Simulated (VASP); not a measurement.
Band structure of Ba (space group P6/mmm). All values below come from r2SCAN meta-GGA, VASP's PBE PAW potentials (set 64) (plane waves; VASP).

Unless said otherwise, spin-orbit coupling is left out, though it shifts the bands of the heavy elements here.

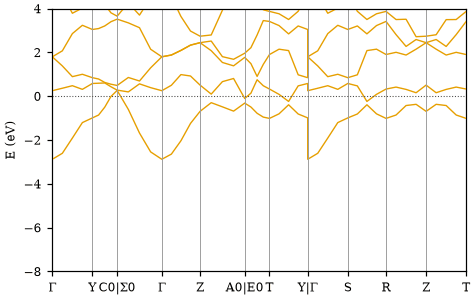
*Bands along high-symmetry lines, zero at the valence-band maximum or, without a gap, the Fermi level*

**Question.** Read the plot: is there a gap, and where are the band edges?

**Answer.** It has no gap at this level: it comes out as a metal or semimetal.

The structure comes from a measured Ba entry (Cmmm) of the Crystallography Open Database, whose conditions weren't checked. It was relaxed first, which changed the volume by -23 %. The relaxed cell has space group P6/mmm.
